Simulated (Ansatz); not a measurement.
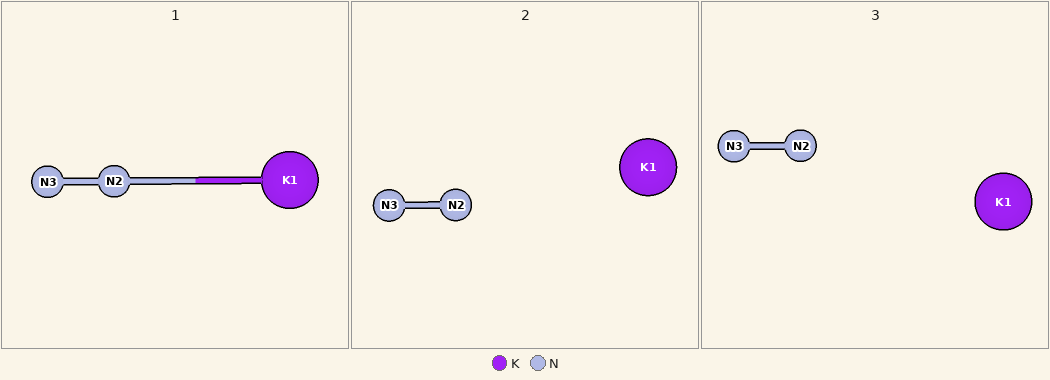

KN₂, charge +1. 
- The turn is about an axis along (0.99, 0.11, 0.00) in the frame of the relaxed pair, normal to the line between the partners.
- First axis: distance N2···K1. Second axis: turn of K1 about N2.
- The grid has 15 × 15 points; 120 points were computed and 105 follow by symmetry.
- Points are written as (first, second).
- Energies: kJ/mol, counted from the lowest grid point.
- Level of theory: Ansatz, RHF-MP2, frozen core/def2-TZVPD.

The numbered pictures are structures from this grid.

Which is the most stable, and how do the others follow?

1, at (2.937 Å, 0.0°): 0.0 kJ/mol; 2, at (3.713 Å, −25.7°): 10.4 kJ/mol; 3, at (4.076 Å, 38.6°): 15.1 kJ/mol.

The map, with the structures marked:

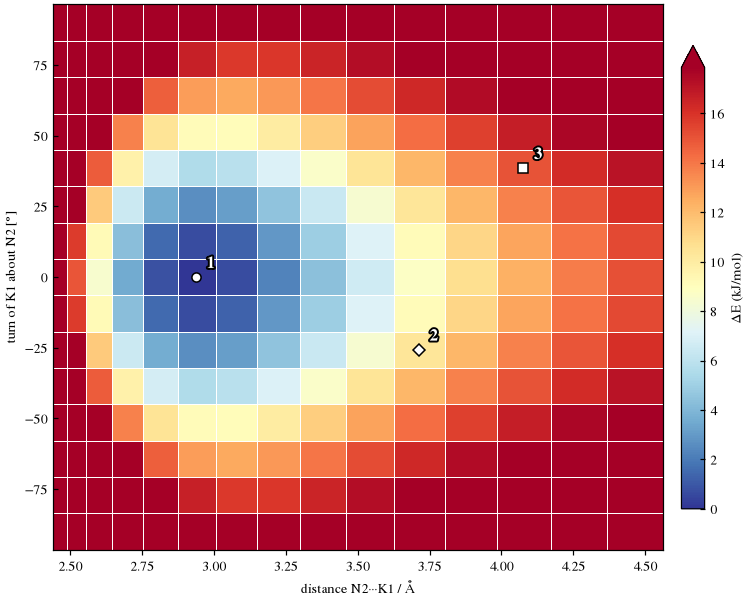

The picture shows one coloured cell a grid point, one colour for all values above the top of the scale.
